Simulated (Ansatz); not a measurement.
# RbSbS3 (model cell, started as cubic perovskite with Sb in the octahedra): following an unstable mode, part 2 of 3

Wanted: the energy along a soft mode of RbSbS3 (model cell, started as cubic perovskite with Sb in the octahedra) and the structure at the end.

Ansatz 0.2.0; DFT PBEsol, scalar-relativistic, plane waves, PAW; PAW set soft_1.

So far, highest frequency on the path or at a solved wavevector (cm⁻¹): step 2 (response at finite wavevector) 270. Also lowest frequency on the path (cm⁻¹): step 2 -126.

The structure was built from a prototype and need not be the compound's stable phase.

### 5. Energy along the mode, all amplitudes (two of the runs are shown above)

An imaginary frequency means negative curvature, so the energy should fall and then rise again as anharmonic terms take over.

Numbers from this step:

* depth at the lowest point sampled: 28.18 meV/atom
* largest atomic shift at that point: 0.6 Å

Table of energy from the parent by largest atomic shift:

```
largest atomic shift (Å)  energy from the parent (meV/atom)
                   0.000                                  0
                   0.040                             -0.647
                   0.080                              -2.29
                   0.140                              -5.56
                   0.220                              -10.4
                   0.320                              -17.3
                   0.450                              -27.8
                   0.600                              -28.2
```

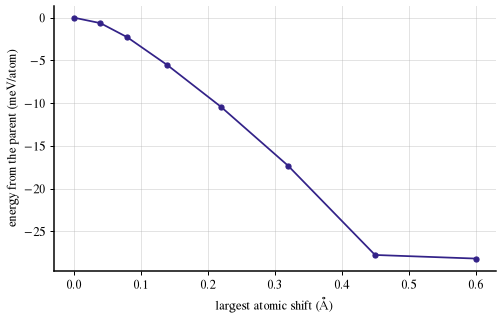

Energy from the parent against largest atomic shift.

Displacement at unit largest shift by atom:

```
atom  x (Å)  y (Å)  z (Å)  size
 Rb1   0.00   0.00   0.00  0.00
 Rb2   0.00   0.00   0.00  0.00
 Sb3   0.00   0.00   0.00  0.00
 Sb4   0.00   0.00   0.00  0.00
  S5   0.00   0.00   0.00  0.00
  S6   0.00   0.00   0.00  0.00
  S7   0.00   0.00  -1.00  1.00
  S8   0.00   0.00   1.00  1.00
  S9   0.00   0.00   1.00  1.00
 S10   0.00   0.00  -1.00  1.00
```

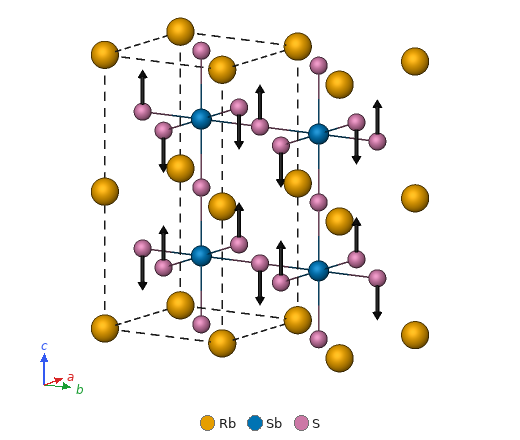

Displacement at unit largest shift as arrows, the longest 1 Å. 1×2×1 cells are drawn. Some periodic images of atoms are drawn too.

The lowest of the steps tried is the last one, at 0.6 Å, 28.2 meV/atom below the parent; the bottom of the well need not coincide with a step.

### 6. Relaxation from the frozen mode

Starting from the lowest point found, all atoms and the cell are let go, so that strain and other modes of the same symmetry can join in.

input.yaml reads:

```yaml
crystal:
  lattice:
    - [5.0714313962, 0.0, 0.0]
    - [0.0, 5.0714313962, 0.0]
    - [0.0, 0.0, 10.1428627923]
  atoms:
    - { symbol: Rb, position: [0.0, 0.0, 0.0] }
    - { symbol: Rb, position: [0.0, 0.0, 0.5] }
    - { symbol: Sb, position: [0.5, 0.5, 0.25] }
    - { symbol: Sb, position: [0.5, 0.5, 0.75] }
    - { symbol: S, position: [0.5, 0.5, 0.5] }
    - { symbol: S, position: [0.5, 0.5, 0.0] }
    - { symbol: S, position: [0.5, 0.0, 0.1908451034] }
    - { symbol: S, position: [0.5, 0.0, 0.8091548966] }
    - { symbol: S, position: [0.0, 0.5, 0.3091548966] }
    - { symbol: S, position: [0.0, 0.5, 0.6908451034] }
kpoints:
  mp_grid: { grid: [8, 8, 4] }
hamiltonian:
  xc: pbesol
  pseudopotentials: { kind: paw, azcp: { folder: soft_1 }, xc_functional: pbe }
scf:
  occupations: { method: methfessel_paxton, width: 0.2 }
output:
  forces: true
  stress: true
  eigenvalues: true
relax:
  adjacent_minimum: "off"
  f_tol: 0.002
  max_steps: 120
  cell: { stress_tol: 0.03 }
```

Command:

```bash
$ ansatz run input.yaml --threads 8 --pin off --max-ram 16384MiB --backend cpu --events-out ev --progress --plain --runs-dir out
```

Numbers of over 12 decimals in the logs are rounded to 6 here.

Output:

```text
[...]
Crystal: 10 atoms, lattice volume = 260.869 Å³
Basis set: ecut = 420 eV, 5077 PW (Γ), exchange–correlation on 72×72×144 points (8 copies of the dense FFT grid, shifted against one another)
Bands: 52, of which v1, the nominal top of the filled ones, is band 42 counted from 1 (41 counted from 0)
Symmetry: 16 space group operations
[...]
k-points: 45 of 256
[...]
SCF iter   1: F=—  HF=-24566.161867 eV  |F-HF|=—  |Δ(HF+E_count)|=         —  Δρ=3.44e-2  dr2=8.27e0  ethr=3.10e-3  ⟨swp⟩=9.7  Hψ=11728  notcnv=0
[...]
SCF iter  10: F=-24562.919347 eV  HF=-24562.919347 eV  |F-HF|=5.94e-8  |Δ(HF+E_count)|=   3.59e-7  S|Δr|=    0.00e0  Δρ=3.96e-6  dr2=6.73e-8  ethr=1.19e-10  ⟨swp⟩=16.0  Hψ=16073  notcnv=0
SCF 1 converged in 10 iterations: F = -24562.919347 eV  dr2 = 6.73e-8
[...]
relax step   1: F+E_penalty+E_count = -24562.91934659 eV  Δ(F+E_penalty+E_count) = +0.000e0 eV  max|allowed force component| = 1.780e-1 eV/Å  Δτ_max = 0.0000 Å  P = -0.098 GPa  Ω = 260.869 Å³  (10 SCF iters, dr2 threshold 1.00e-7 eV, accepted)
Crystal: 10 atoms, lattice volume = 259.451 Å³
Basis set: ecut = 420 eV, 5111 PW (Γ), exchange–correlation on 72×72×144 points (8 copies of the dense FFT grid, shifted against one another)
[...]
SCF iter   6: F=-24563.001991 eV  HF=-24563.001991 eV  |F-HF|=4.11e-8  |Δ(HF+E_count)|=   6.99e-7  S|Δr|=    0.00e0  Δρ=3.17e-6  dr2=5.37e-8  ethr=1.19e-9  ⟨swp⟩=9.7  Hψ=11233  notcnv=0
the search or the solves at the SCF's close seem to have found levels that the self-consistency loop had missed (the run counts 1). By its estimate they hold under 1e-12 electrons; where the run keeps them, the occupations were computed again with them
SCF 2 converged in 6 iterations: F = -24563.001991 eV  dr2 = 5.37e-8
relax step   2: F+E_penalty+E_count = -24563.00199088 eV  Δ(F+E_penalty+E_count) = -8.264e-2 eV  max|allowed force component| = 9.236e-2 eV/Å  Δτ_max = 0.0605 Å  P = +0.083 GPa  Ω = 259.451 Å³  energy of the carried Pulay correction = +1.393e-4 eV  (6 SCF iters, dr2 threshold 1.00e-6 eV, accepted)
Crystal: 10 atoms, lattice volume = 259.943 Å³
[...]
SCF iter   5: F=-24563.008933 eV  HF=-24563.008933 eV  |F-HF|=6.81e-8  |Δ(HF+E_count)|=   4.44e-7  S|Δr|=    0.00e0  Δρ=4.47e-6  dr2=9.26e-8  ethr=6.35e-10  ⟨swp⟩=9.0  Hψ=11371  notcnv=0
SCF 3 converged in 5 iterations: F = -24563.008933 eV  dr2 = 9.26e-8
relax step   3: F+E_penalty+E_count = -24563.00893313 eV  Δ(F+E_penalty+E_count) = -6.942e-3 eV  max|allowed force component| = 2.774e-2 eV/Å  Δτ_max = 0.0264 Å  P = -0.025 GPa  Ω = 259.943 Å³  energy of the carried Pulay correction = +9.083e-5 eV  (5 SCF iters, dr2 threshold 5.33e-7 eV, accepted)
[...]
relax step   4: F+E_penalty+E_count = -24563.01066992 eV  Δ(F+E_penalty+E_count) = -1.737e-3 eV  max|allowed force component| = 1.481e-3 eV/Å  Δτ_max = 0.0152 Å  P = -0.024 GPa  Ω = 259.907 Å³  energy of the carried Pulay correction = +9.430e-5 eV  (5 SCF iters, dr2 threshold 5.14e-8 eV, accepted)
[...]
relax step   5: F+E_penalty+E_count = -24563.01071865 eV  Δ(F+E_penalty+E_count) = -4.873e-5 eV  max|allowed force component| = 1.472e-4 eV/Å  Δτ_max = 0.0016 Å  P = +0.006 GPa  Ω = 259.747 Å³  energy of the carried Pulay correction = +1.101e-4 eV  (5 SCF iters, dr2 threshold 3.79e-9 eV, accepted)
[...]
SCF iter   4: F=-24563.010683 eV  HF=-24563.010683 eV  |F-HF|=7.28e-12  |Δ(HF+E_count)|=  1.38e-10  S|Δr|=    0.00e0  Δρ=8.64e-8  dr2=2.18e-11  ethr=1.00e-12  ⟨swp⟩=10.9  Hψ=12599  notcnv=0
SCF 6 converged in 4 iterations: F = -24563.010683 eV  dr2 = 2.18e-11
relax step   6: F+E_penalty+E_count = -24563.01068264 eV  Δ(F+E_penalty+E_count) = +3.601e-5 eV  max|allowed force component| = 1.349e-4 eV/Å  Δτ_max = 0.0000 Å  P = +0.007 GPa  Ω = 259.747 Å³  stress off target by 7.20e-3 GPa  SCF on the basis re-selected at this cell (its energy is not comparable with the rows above)  (4 SCF iters)
basis re-selected at this cell: Δ(F+E_penalty+E_count) = +3.601e-5 eV, ΔP = +0.000 GPa vs the last step (what re-selecting the basis moved, of the pressure what is left beyond the Pulay correction that the steps carried, after the strain that the cell walked since its last selection, with what the two solves' SCF thresholds leave and, on support functions, any second-order correction that the steps lacked; it is no m [...]
SCF converged after 4 iterations
[...]
Free energy (F): -24563.010683 eV
[...]
Internal energy: -24563.013652 eV  (E = F + TS)
E sigma→0 (E₀):  -24563.011425 eV
Entropy (-TS):   0.002969 eV (0.297 meV/atom)
Fermi energy:    5.532504 eV
[...]
--- Forces (eV/Å), atoms counted from 1 ---
  atom   1  Rb     0.00000000    -0.00000000     0.00000000
  atom   2  Rb     0.00000000     0.00000000     0.00000000
  atom   3  Sb     0.00000000     0.00000000    -0.00000000
  atom   4  Sb     0.00000000     0.00000000    -0.00000000
  atom   5  S      0.00000000    -0.00000000     0.00000000
  atom   6  S     -0.00000000     0.00000000     0.00000000
  atom   7  S     -0.00000000     0.00000000     0.00013494
  atom   8  S     -0.00000000     0.00000000    -0.00013494
  atom   9  S      0.00000000     0.00000000    -0.00013494
  atom  10  S      0.00000000     0.00000000     0.00013494
  max |Σ_I F_I| component: 8.33e-17 eV/Å
--- Stress (GPa, compression-positive) ---
        0.006641       0.000000       0.000000
        0.000000       0.006641       0.000000
        0.000000       0.000000       0.007201
  P = ⅓ Tr σ = 0.0068 GPa (0.068 kbar)
--- Band table (eV; the first three rows and the last of 45) ---
  k-point 0: bands = [... 38 lower, 4.8242, 4.8242, 5.1183, 5.2589, 5.2589, 6.5661, 6.9540, 9.8002, ... 6 higher]
  k-point 1: bands = [... 38 lower, 4.9383, 4.9383, 5.1794, 5.2120, 5.2120, 5.8521, 8.1599, 9.9630, ... 6 higher]
  k-point 2: bands = [... 38 lower, 5.0925, 5.0925, 5.0930, 5.0930, 5.4038, 5.4038, 9.6696, 9.6696, ... 6 higher]
  k-point 44: bands = [... 38 lower, 4.9771, 4.9771, 5.4369, 5.4369, 7.1971, 7.1971, 7.8657, 7.8657, ... 6 higher]
--- Relaxed structure (5 steps of the walk, 5 accepted, 1 SCFs on fresh bases) ---
  F+E_penalty+E_count = -24563.01068264 eV   max|allowed force component| = 1.349e-4 eV/Å   (the final SCF, on the basis selected at the relaxed cell)
  cell:  # Å, volume = 259.7467 Å³
    - [4.993167, 0, 0.0]
    - [0, 4.993167, 0.0]
    - [0.0, 0.0, 10.418327]
  atoms:
    - { symbol: Rb, position: [0, 0, 0.0] }
    - { symbol: Rb, position: [0, 0, 0.500000] }
    - { symbol: Sb, position: [0.500000, 0.500000, 0.250000] }
    - { symbol: Sb, position: [0.500000, 0.500000, 0.750000] }
    - { symbol: S, position: [0.500000, 0.500000, 0.500000] }
    - { symbol: S, position: [0.500000, 0.500000, 0.0] }
    - { symbol: S, position: [0.500000, 0, 0.192548] }
    - { symbol: S, position: [0.500000, 0, 0.807452] }
    - { symbol: S, position: [0, 0.500000, 0.307452] }
    - { symbol: S, position: [0, 0.500000, 0.692548] }
```

Elapsed: 23 s, on 8 threads of Arm Neoverse V2, shared host; peak memory 1.2 GiB; 2.9 min of CPU time.

Relaxation path:

```
step  energy less that of the first step (eV)  largest force component (eV/Å)  pressure (GPa)  volume (Å³)
   1                                   0.0000                          0.1780           -0.10       260.87
   2                                  -0.0826                          0.0924            0.08       259.45
   3                                  -0.0896                          0.0277           -0.02       259.94
   4                                  -0.0913                          0.0015           -0.02       259.91
   5                                  -0.0914                          0.0001            0.01       259.75
  6*                                  -0.0913                          0.0001            0.01       259.75
```

Relaxation steps marked * repeat the geometry before them on a plane-wave basis chosen anew for their cell, so energy and pressure can jump there.

The run keeps the 16 symmetry operations that it works with, so distortions that break them were not tested.

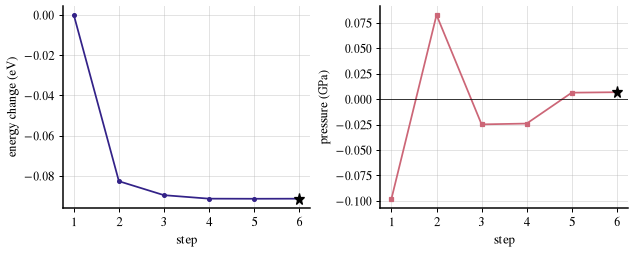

Energy and pressure along the relaxation. Stars mark steps on a basis chosen anew.

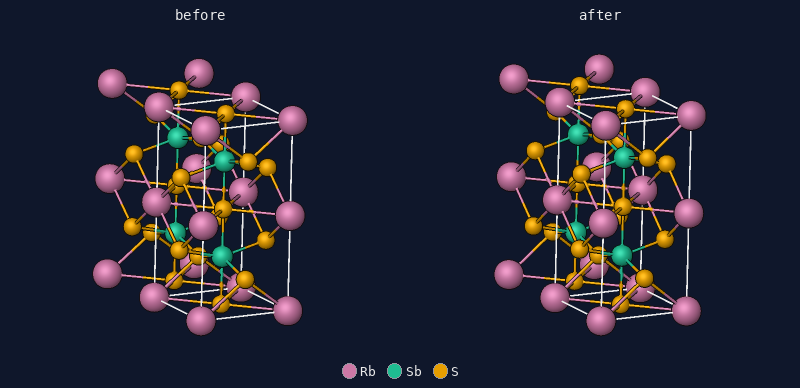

The structure before and after the relaxation, drawn at the same scale.

```
conventional cell, symmetrised  before   after  change
                         a (Å)   5.071   4.993  -1.5 %
                         b (Å)   5.071   4.993  -1.5 %
                         c (Å)  10.143  10.418  +2.7 %
              volume (Å³/atom)   26.09   25.97  -0.4 %
```

The atoms that moved most (Å, as changes of fractional coordinates times the final cell):

```
atom     dx     dy      dz  length
  S8  0.000  0.000  -0.018   0.018
  S9  0.000  0.000  -0.018   0.018
  S7  0.000  0.000   0.018   0.018
 S10  0.000  0.000   0.018   0.018
```

Numbers from this step:

```
pressure        : 0.006828 GPa
volume per atom : 25.97 Å³
```

The distorted start has space group P4_2/mmc; the relaxation ends in P4_2/mmc.

### 7. The new phase in its own primitive cell

The relaxed structure is symmetrised, reduced to its primitive cell and relaxed tightly, as its phonons need.

input.yaml, the sections that differ from step 6:

```yaml
crystal:
  lattice:
    - [4.9931665696, 0.0, 0.0]
    - [0.0, 4.9931665696, 0.0]
    - [0.0, 0.0, 10.4183272657]
  atoms:
    - { symbol: Rb, position: [0.0, 0.0, 0.0] }
    - { symbol: Rb, position: [0.0, 0.0, 0.5] }
    - { symbol: Sb, position: [0.5, 0.5, 0.25] }
    - { symbol: Sb, position: [0.5, 0.5, 0.75] }
    - { symbol: S, position: [0.5, 0.5, 0.5] }
    - { symbol: S, position: [0.5, 0.5, 0.0] }
    - { symbol: S, position: [0.5, 0.0, 0.1925476471] }
    - { symbol: S, position: [0.5, 0.0, 0.8074523529] }
    - { symbol: S, position: [0.0, 0.5, 0.3074523529] }
    - { symbol: S, position: [0.0, 0.5, 0.6925476471] }
relax:
  adjacent_minimum: "off"
  f_tol: 0.001
  max_steps: 60
  cell: { stress_tol: 0.01 }
# kpoints, hamiltonian, scf, output: as in step 6
```

Output:

```text
[...]
Crystal: 10 atoms, lattice volume = 259.747 Å³
Basis set: ecut = 420 eV, 5103 PW (Γ), exchange–correlation on 72×72×144 points (8 copies of the dense FFT grid, shifted against one another)
Bands: 52, of which v1, the nominal top of the filled ones, is band 42 counted from 1 (41 counted from 0)
Symmetry: 16 space group operations
[...]
k-points: 45 of 256
[...]
- { symbol: Sb, position: [0.500000, 0.500000, 0.25] }
    - { symbol: Sb, position: [0.500000, 0.500000, 0.75] }
    - { symbol: S, position: [0.500000, 0.500000, 0.5] }
    - { symbol: S, position: [0.500000, 0.500000, 0.0] }
    - { symbol: S, position: [0.500000, 0.0, 0.1925476471] }
    - { symbol: S, position: [0.500000, 0.0, 0.8074523529] }
    - { symbol: S, position: [0.0, 0.500000, 0.3074523529] }
    - { symbol: S, position: [0.0, 0.500000, 0.6925476471] }
[key lines of the parts left out:]
SCF converged after 5 iterations
Free energy (F): -24563.010683 eV
Fermi energy:    5.532504 eV
P = ⅓ Tr σ = 0.0068 GPa (0.068 kbar)
```

It took 9.5 s on 8 threads; peak memory 1.1 GiB.

Little changed from the start: no atom moved by 0.005 Å and no cell edge by 0.1 %.

The largest force component left is 0.13 meV/Å and the pressure is 0.007 GPa, within the tolerances set. The cell now holds 25.97 Å³/atom.

(Continued in part 3 of 3.)

[Logs are printed without paths, hosts, clocks, repeated set-up lines and the standing remarks that a program may print on its own settings, such as how far it seeks lower states.]

[Hosts, paths, dates, database ids (printed as entryN), source tags and the programs' standing remarks are cut or masked in the printed files.]
